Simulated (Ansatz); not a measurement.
## Electronic structure of H18SSi10 (Si10H18 bond disc) (charge +1, doublet) in real space

Input file:

```
crystal:
  periodic: [false, false, false]
  atoms:
    - {symbol: Si, position_ang: [-2.062145, 0.692418, 1.841652]}
    - {symbol: Si, position_ang: [-1.894656, 3.508661, -0.777395]}
    - {symbol: Si, position_ang: [0.646143, -1.853646, 1.873421]}
    - {symbol: Si, position_ang: [3.444427, -1.886235, -0.773949]}
    - {symbol: Si, position_ang: [0.781691, 0.797428, -0.848851]}
    - {symbol: Si, position_ang: [-0.705262, -0.543165, 0.357022]}
    - {symbol: Si, position_ang: [-0.641716, 2.128807, -2.221507]}
    - {symbol: Si, position_ang: [-3.345944, 2.131756, 0.461103]}
    - {symbol: Si, position_ang: [2.209519, -0.492794, -2.213722]}
    - {symbol: Si, position_ang: [1.962767, -3.250144, 0.448998]}
    - {symbol: S, position_ang: [-0.661416, -3.135653, 3.022821]}
    - {symbol: H, position_ang: [-2.883622, -0.256205, 2.670239]}
    - {symbol: H, position_ang: [-1.122891, 1.472751, 2.721807]}
    - {symbol: H, position_ang: [-2.688781, 4.491784, -1.597123]}
    - {symbol: H, position_ang: [-0.956186, 4.231248, 0.149089]}
    - {symbol: H, position_ang: [-0.488401, -2.484807, 4.210727]}
    - {symbol: H, position_ang: [1.401990, -0.936869, 2.793140]}
    - {symbol: H, position_ang: [4.324721, -2.824301, -1.559168]}
    - {symbol: H, position_ang: [4.254777, -1.072612, 0.195871]}
    - {symbol: H, position_ang: [1.540803, 1.633166, 0.148960]}
    - {symbol: H, position_ang: [-1.474992, -1.492320, -0.520925]}
    - {symbol: H, position_ang: [-1.527560, 1.167706, -2.966600]}
    - {symbol: H, position_ang: [0.240851, 2.873129, -3.186184]}
    - {symbol: H, position_ang: [-4.168203, 1.265187, -0.452254]}
    - {symbol: H, position_ang: [-4.235747, 2.925062, 1.383018]}
    - {symbol: H, position_ang: [1.340123, -1.329514, -3.111436]}
    - {symbol: H, position_ang: [3.091978, 0.417549, -3.020535]}
    - {symbol: H, position_ang: [0.978842, -3.975287, -0.426103]}
    - {symbol: H, position_ang: [2.638890, -4.203099, 1.397882]}
basis:
  gaussian: {orbitals: def2-SVP, initial_orbitals: start.molden}
total_charge: 1
magnetization: {spin_polarized: true, initial_magnetization: 1}
hamiltonian: {xc: pbe0, dispersion: d4}
scf: {omitted_lower_state_checks: [starts]}
output: {orbitals: {seedname: orbitals}}
```

Command:

```sh
ansatz run in.yaml --threads 4 --pin off --events-out ev --progress --plain --max-ram 6963MiB
```

Geometry: PBE-D4/def2-SVP.

All numbers below come from UKS PBE0-D4/def2-SVP (Ansatz).

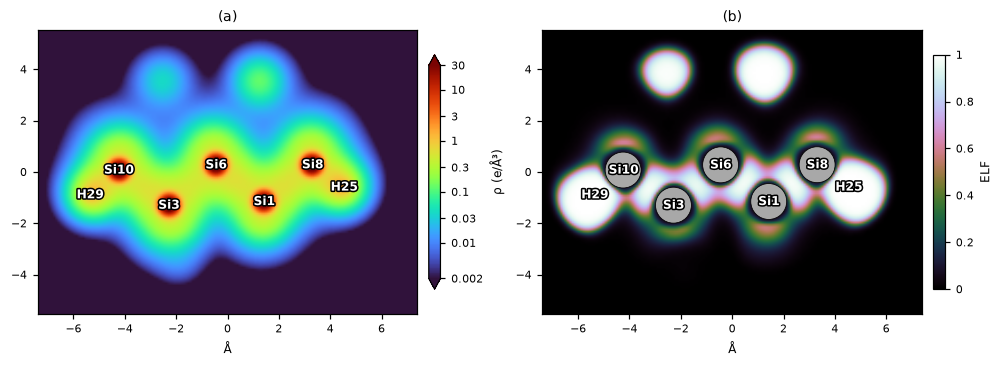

Figure 1. (a) electron density; (b) electron localisation function on the plane of atoms Si6, Si3 and Si10. Grey discs cover the atomic cores in the ELF map.

Interpret the plot.

Atoms in the plane: Si and H. Si–Si (2.36 Å): ρ is about 0.58 e/Å³ halfway; the ELF peaks at about 1 between the atoms, as expected for a covalent bond. Si–H (1.51 Å): ρ at the midpoint is about 0.75 e/Å³; the ELF climbs to about 1 towards the hydrogen, as it does in any bond to H.

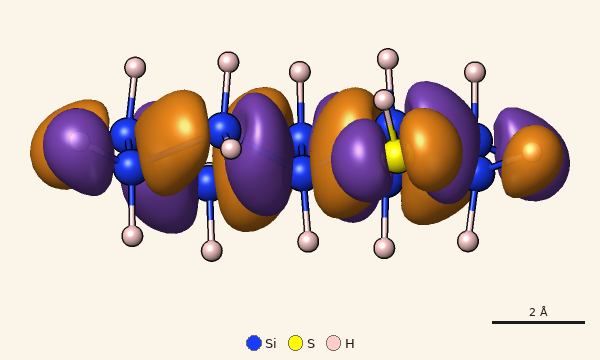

Figure 2. One frontier orbital at ±0.06 Å⁻³ᐟ² (orange and purple are the two phases), seen from one side.

Which orbital is it: HOMO (α) or LUMO (α)?

The HOMO (α), at −10.50 eV. By Hirshfeld shares it lies mainly on Si7 (about 15 %), Si5 (about 15 %), Si9 (about 10 %), Si6 (about 10 %), Si3 (about 10 %) and Si2 (about 5 %).

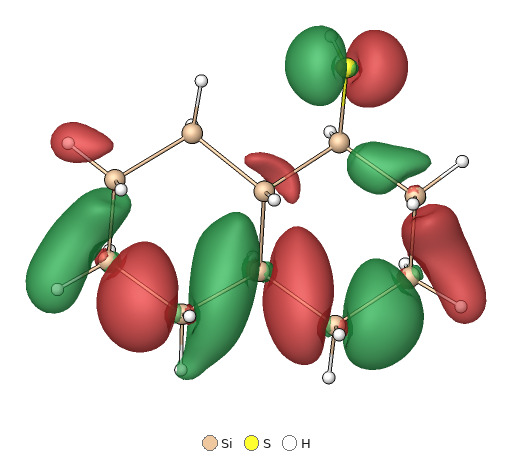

Figure 3. The HOMO (β) at ±0.06 Å⁻³ᐟ² (green and red are the two phases), seen across its widest extent.

Where does this orbital lie, and at what energy?

It lies mainly on Si7 (about 15 %), Si5 (about 15 %), Si9 (about 15 %), Si2 (about 15 %), Si4 (about 10 %) and S11 (about 10 %). Its energy is −10.62 eV.
